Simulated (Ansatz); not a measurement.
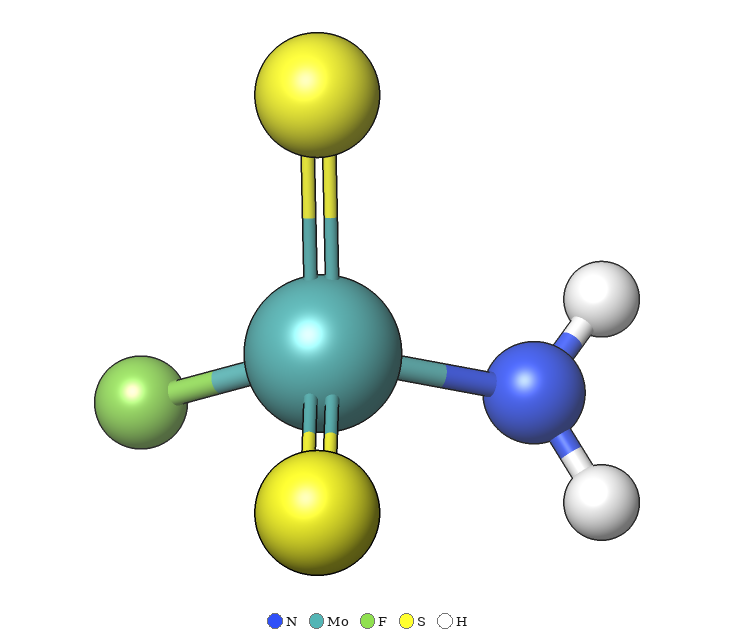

Rendered structure (ball-and-stick style). Double and triple bonds are drawn as two and three sticks.

Charge 0, singlet. Computed geometry: PBE0-D4/def2-TZVP optimisation.

**Which formula does it have?**

FH2MoNS2, 7 atoms: 1 fluorine, 2 hydrogen, 1 molybdenum, 1 nitrogen and 2 sulfur.

**Which point group does it belong to?**

Cs.

More results for the same structure follow; atom numbers are the same in all pictures, views and colours differ.

### Dipole moment

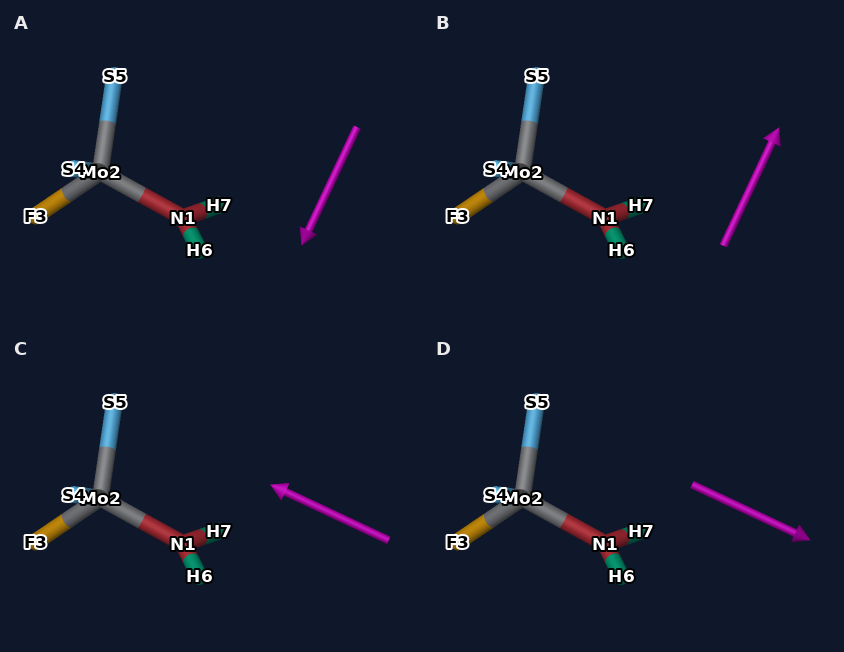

The same molecule four times, each with an arrow. Method: RKS PBE0-D4/def2-TZVP, core potentials on Mo (Ansatz 0.2.0).

**Which arrow points along the dipole moment, from the negative to the positive end?**

D. The dipole moment is 3.47 D; it points from the side of F3 to the side of H6, H7 (the outermost atoms at the two ends).

### Thermal motion

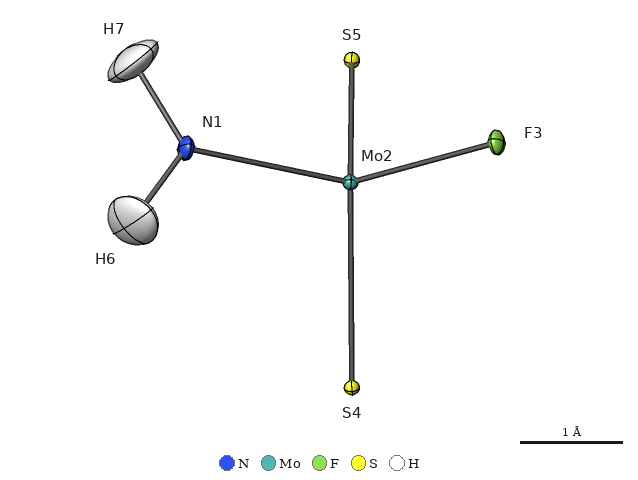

Displacement ellipsoids at the 50 % level, from the internal vibrations of the free molecule (harmonic, no overall translation or rotation; no half-axis is drawn under 0.075 Å). Vibrations computed with RKS PBE0-D4/def2-TZVP, core potentials on Mo (Ansatz 0.2.0). Temperature: 298 K.

List U_eq and the three principal root-mean-square amplitudes for each kind of atom.

```tsv
atom	U_eq (Å²)	rms amplitudes (Å)
N1	0.0050	0.046, 0.078, 0.082
Mo2	0.00052	0.019, 0.023, 0.026
F3	0.0046	0.043, 0.075, 0.081
S4, S5	0.0021	0.035, 0.047, 0.054
H6, H7	0.0320	0.091, 0.174, 0.240
```

### Vibrations

Harmonic vibrations computed with RKS PBE0-D4/def2-TZVP, core potentials on Mo (Ansatz 0.2.0) at a stationary point of the same level.

**How many vibrational modes are there, and where do they lie?**

15 modes: 184, 185, 194, 209, 222, 389, 517, 576, 589, 688, 691, 739, 1530, 3568, 3676 cm⁻¹.
